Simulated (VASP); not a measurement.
Band structure of ZrS2 (space group P-3m1). Level of theory: LDA (Ceperley-Alder, Perdew-Zunger) with spin-orbit coupling, VASP's LDA PAW potentials (set 64) (plane waves; VASP).

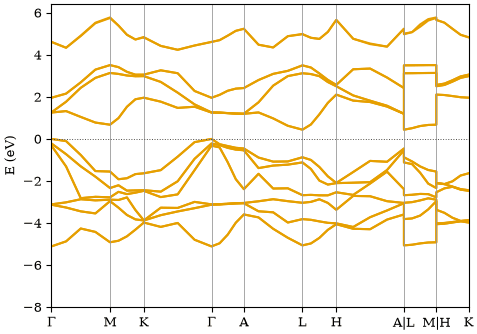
*Bands along high-symmetry lines, zero at the valence-band maximum or, without a gap, the Fermi level*

Read the plot: is there a gap, and where are the band edges?

The gap is indirect, 0.44 eV, from the valence maximum at Γ to the conduction minimum at L.

The structure comes from a computed database's ZrS2 entry (P-3m1); how it stands against other phases isn't given here. It was relaxed first, which changed the volume by -11 %.
